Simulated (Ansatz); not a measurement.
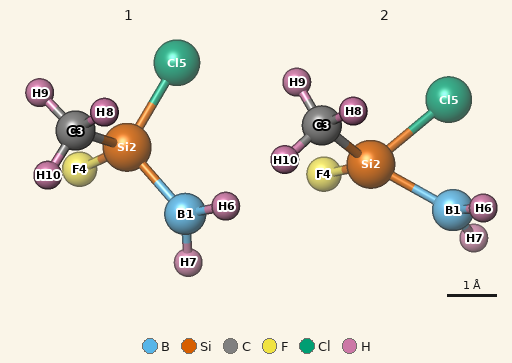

Two geometries of CH5BClFSi (coarse preliminary run), drawn at one scale. One is the start of a relaxation, the other its converged end. A ball-and-stick model, seen from a free direction.

The calculation used RKS PBE-D4/def2-SVP (Ansatz 0.2.0). Set-up: force threshold 0.03 eV/Å; at most 200 steps.

> Which of the two is the end point?

Structure 2 is the relaxed one. The start comes from a force field. Over 18 geometry steps the energy falls by 40.4 kJ/mol. The largest force component goes from 2.6 to 0.017 eV/Å. H7 moves most after the best rigid fit: 0.94 Å. By element the largest moves are H 0.94 Å, Cl 0.84 Å, Si 0.47 Å, F 0.33 Å, B 0.30 Å, C 0.23 Å. Among the contacts that change: B1–Cl5 3.283 → 2.394 Å, Si2–F4 1.724 → 1.640 Å, Si2–Cl5 2.101 → 2.175 Å, B1–Si2 1.885 → 1.953 Å. Bond angles that change, for instance: B1–Si2–Cl5 110.8° → 70.7°, B1–Si2–C3 108.3° → 129.8°, B1–Si2–F4 110.8° → 120.4°.
